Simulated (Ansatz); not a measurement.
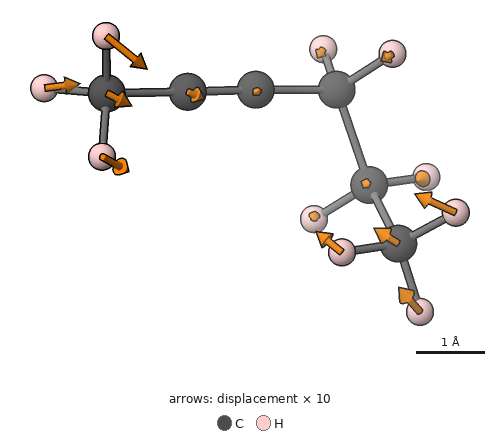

This is a relaxation of C6H10. The starting structure is drawn; orange arrows show the displacements, 10 times their true length. The two geometries are superimposed by the best rigid fit.

The picture is a ball-and-stick view, seen from a free direction.

The start comes from PBE-D4/def2-SVP.

All numbers below come from Ansatz 0.2.0, RKS PBE0-D4/def2-TZVP. Settings: force threshold 0.005 eV/Å; at most 150 steps.

Q: Atoms of which element are displaced furthest, and by how much?

A: Hydrogen: up to 0.080 Å, against 0.047 Å for carbon.

Q: What happened in the run?

A: The atom that moves furthest after the best rigid fit is an H atom (0.080 Å). Largest moves by element: H 0.080 Å, C 0.047 Å. Among the contacts that change: C–C 1.225 → 1.203 Å, C–H 1.111 → 1.093 Å, C–C 1.544 → 1.531 Å, C–C 1.528 → 1.517 Å. Over 8 geometry steps the energy falls by 0.083 eV. The largest force component goes from 1.8 to 0.0041 eV/Å.
